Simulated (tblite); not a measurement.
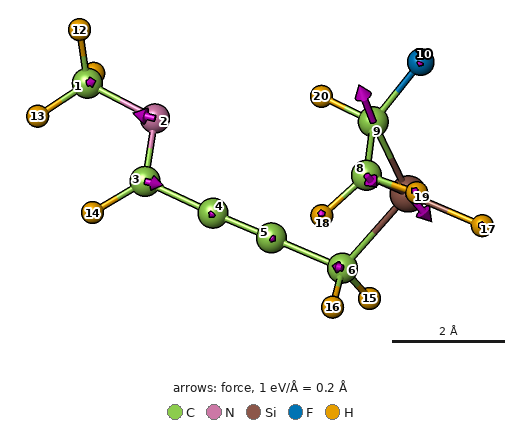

Starting geometry of C₇H₁₀FNSi with the computed forces as purple arrows. Style: ball-and-stick. Shown from a free direction.

Level of theory: tblite, GFN2-xTB geometry optimisation, gas phase. 

Q: What follows when this structure is relaxed?

A: It isn't relaxed: the largest force vector, on a C atom, is 4.40 eV/Å. The final displacements have little in common with the starting forces (cosine between the two patterns 0.05). The atom that moves furthest after the best rigid fit is an H atom (1.15 Å). Largest moves by element: H 1.15 Å, Si 0.78 Å, C 0.57 Å, F 0.31 Å, N 0.06 Å. Some distances before and after: C–Si 2.280 → 1.886 Å, C–Si 1.768 → 1.896 Å, C–C 1.468 → 1.536 Å, C–N 1.468 → 1.424 Å. Bond angles that change, for instance: Si–C–H 98.0° → 121.6°, Si–C–C 89.1° → 65.7°, Si–C–H 97.7° → 119.6°. Over 177 geometry steps the energy falls by 162.3 kJ/mol.
